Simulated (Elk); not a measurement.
Band structure of Cr (Im-3m, 1 atom in the cell).

```
Cr
1.0
   -1.45440     1.45440     1.45440
    1.45440    -1.45440     1.45440
    1.45440     1.45440    -1.45440
Cr
1
Cartesian
  0.00000   0.00000   0.00000
```
Moments meant for the start (each program seeds them in its own way; μB, in the order of the atoms Cr): 3.0.

Level of theory: PBE, all-electron FP-LAPW, Elk's shipped species files, default APW+lo basis (Elk).

Settings: xctype = 20; spinpol = true; stype = 0; swidth = 0.00734986 Ha; ngridk = 16 16 16; reducebf = 0.8; rmtscf = 0.93; nempty = 10 per atom; maxscl = 100; bfcmt = [[0.0, 0.0, -0.75]].

The starting cell was generated: these elements placed on a structure prototype, without a prior relaxation; it need not be a known phase or ordering of this composition. Its lattice was rescaled by a random factor within 2.5 % of one. The starting moments vanished: the run ended non-magnetic, which need not be the lowest state. Values depend on the basis (sphere radii, cutoffs, local orbitals), which need not be converged.

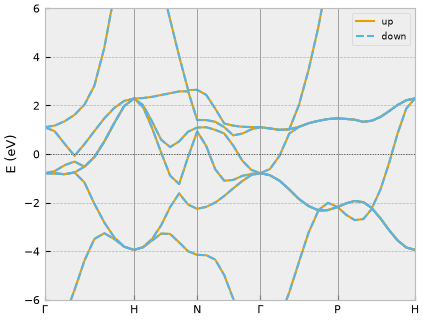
Figure. Bands along the path, energies from the Fermi level.

Levels in eV from the Fermi level, bands 4 to 11 of the first spin channel:
| point | 4 | 5 | 6 | 7 | 8 | 9 | 10 | 11 |
|---|---|---|---|---|---|---|---|---|
| Γ | -42.75 | -7.67 | -0.79 | -0.79 | -0.79 | 1.11 | 1.11 | 23.22 |
| H | -43.27 | -3.94 | -3.94 | 2.29 | 2.29 | 2.29 | 10.09 | 10.09 |
| N | -42.76 | -4.15 | -2.25 | 0.93 | 1.09 | 1.40 | 2.64 | 9.18 |
| P | -43.13 | -2.18 | -2.18 | -2.18 | 1.47 | 1.47 | 9.68 | 9.68 |

Bands cross the Fermi level along this path, so the cell is metallic at this level.

The net moment of the cell came out as 0.00 μB.
